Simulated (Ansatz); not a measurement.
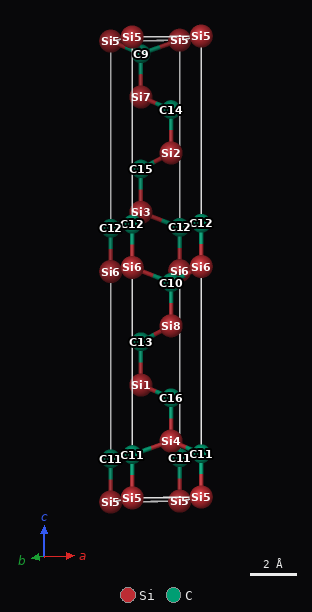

Reference structure: a crystal of SiC (set up in P6_3mc). The picture is a ball-and-stick view of the cell of the calculation, seen from a free direction.

These are results of DFT PBE, scalar-relativistic, plane waves, PAW (Ansatz), not measurements. Settings: plane-wave cutoff 420 eV; k-point mesh 12 × 12 × 2; occupations gaussian; smearing width 0.02 eV; no spin polarisation.

The variant: The volume is changed by −9.0 %. The atoms are relaxed in that cell.

**Predict the response.**

Cell: a = b 3.095 → 3.000 Å (−3.1 %), c 20.242 → 19.613 Å (−3.1 %). Volume −9.0 %. The atoms keep their places relative to the cell (all moves are under 0.005 Å). Some distances before and after: C–Si 1.896 → 1.836 to 1.843 Å. The space group stays P6_3mc (No. 186). Energy change: +66.2 meV per atom. The pressure goes from 0.0 to 24.2 GPa.

Drawn alike, the variant:

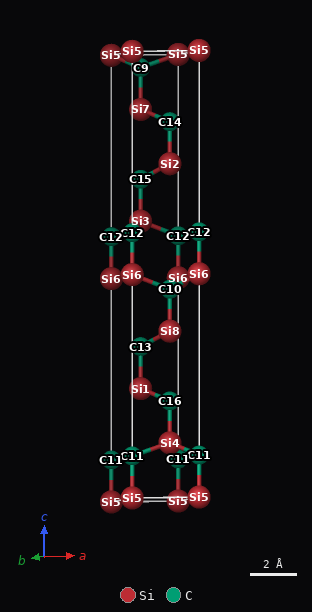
